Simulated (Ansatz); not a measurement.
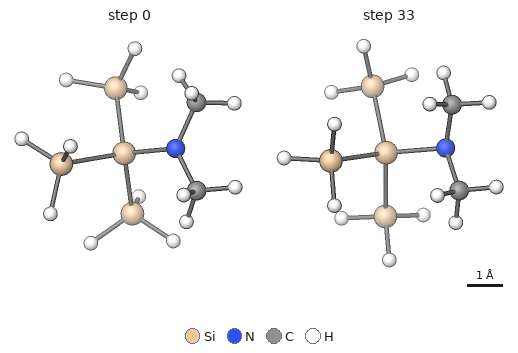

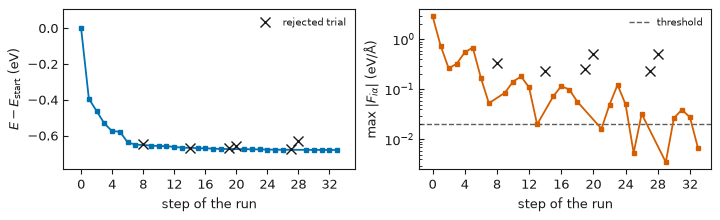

First and last geometry of a relaxation of C2H15NSi4, with the history of the run. Style: ball-and-stick. Shown from a free direction.

The run prepares the start of a later molecular dynamics calculation, from a guessed geometry.

These are results of RKS BLYP-D4/STO-3G (Ansatz), not measurements. (no spin polarisation; force threshold 0.02 eV/Å; at most 40 steps)

> Read the history and describe the run.

It converged. Over 27 accepted moves (33 points after the start) the energy falls by 0.680 eV. The largest force component goes from 2.9 to 0.0068 eV/Å. The line search rejected the trial steps at points 8, 14, 19, 20, 27, 28 of the run. The forces were under the threshold at step 21, but the run went on from there. An H atom moves most after the best rigid fit: 1.37 Å. Largest moves by element: H 1.37 Å, N 0.59 Å, Si 0.42 Å, C 0.27 Å. Near-neighbour distances that change, for instance: Si–Si 2.218 → 2.288 Å, C–N 1.470 → 1.526 Å, C–H 1.110 → 1.122 Å, N–Si 1.820 → 1.830 Å. Bond angles that change, for instance: C–N–C 120.0° → 107.6°, Si–N–C 120.0° → 112.0°, N–C–H 109.5° → 114.4°. Groups turn about Si–Si by about 55°, Si–Si by about 45°, Si–Si by about 30°. The run took 4.6 min on 1 thread of Arm Neoverse V1, on a shared host, peak memory 0.15 GiB.

| step | E − E(0), eV | largest force component, eV/Å | note |
| --- | --- | --- | --- |
| 0 | 0.0000 | 2.9272 |  |
| 1 | -0.3932 | 0.7484 |  |
| 2 | -0.4624 | 0.2640 |  |
| 3 | -0.5317 | 0.3262 |  |
| 4 | -0.5750 | 0.5503 |  |
| 5 | -0.5770 | 0.6885 |  |
| 6 | -0.6375 | 0.1722 |  |
| 7 | -0.6493 | 0.0531 |  |
| 8 | -0.6474 | 0.3384 | rejected |
| 9 | -0.6547 | 0.0862 |  |
| 10 | -0.6580 | 0.1428 |  |
| 11 | -0.6582 | 0.1821 |  |
| 12 | -0.6625 | 0.1097 |  |
| 14 | -0.6664 | 0.2351 | rejected |
| 15 | -0.6690 | 0.0726 |  |
| 16 | -0.6704 | 0.1165 |  |
| 17 | -0.6718 | 0.0997 |  |
| 18 | -0.6740 | 0.0569 |  |
| 20 | -0.6587 | 0.5064 | rejected |
| 21 | -0.6746 | 0.0164 |  |
| 22 | -0.6760 | 0.0495 |  |
| 23 | -0.6761 | 0.1233 |  |
| 25 | -0.6778 | 0.0054 |  |
| 26 | -0.6784 | 0.0324 |  |
| 27 | -0.6742 | 0.2389 | rejected |
| 28 | -0.6309 | 0.5066 | rejected |
| 29 | -0.6787 | 0.0035 |  |
| 31 | -0.6792 | 0.0395 |  |
| 32 | -0.6794 | 0.0277 |  |
| 33 | -0.6796 | 0.0068 |  |

Limits of the set-up: STO-3G is a minimal basis, so the numbers are rough.
